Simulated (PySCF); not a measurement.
# C2H4FOP: the cost of one run

Programs: PySCF 2.14.0, with density-fitted response routines of our own. Each step states its level of theory. These are calculated values for one molecule in the gas phase, unless marked as measured. Atoms count from 0, in the outputs and in this text.

## Step 1: The molecule as given

9 atoms, charge 0, multiplicity 1; geometry from: GFN2-xTB.

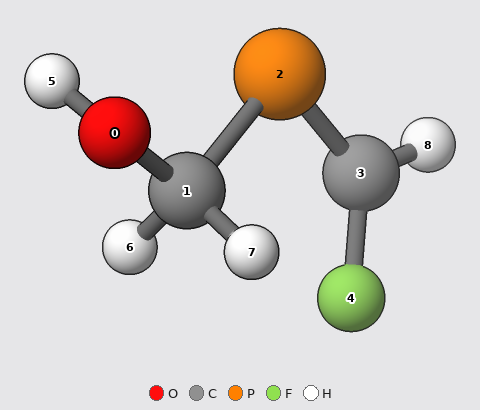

As it starts; oxygen red, carbon grey, phosphorus orange, fluorine green, hydrogen white, atoms numbered; sticks join atoms by distance.

## Step 2: TDDFT and polarisability: CAM-B3LYP/def2-SVPD

The job: settings as JSON, then the geometry in Å.

```
{"job": {"kind": "uv", "xc": "CAM-B3LYP", "basis": "def2-SVPD", "nstates": 8, "ntriplets": 3}, "charge": 0, "multiplicity": 1}
O     -1.978864     0.388479     0.853938
C     -0.850823    -0.154969     0.226053
P      0.634881     1.006852     0.312679
C      1.784778     0.014338    -0.383273
F      1.537964    -1.235051    -0.817945
H     -2.270180     1.174043     0.377253
H     -1.049650    -0.411840    -0.824550
H     -0.610157    -1.073357     0.768486
H      2.815611     0.297497    -0.537820
```

Level: TDDFT CAM-B3LYP/def2-SVPD, vertical, gas phase, core orbitals frozen in the response.

Started as:

```
$ OMP_NUM_THREADS=1 python probes_run.py task.json out
```

The driver reads the jobs from task.json and runs them one after another.

Q: Estimate the wall time and peak memory of this first job on 1 thread of Arm Neoverse V1, shared host.

About 13 s, with a peak of 0.55 GiB.
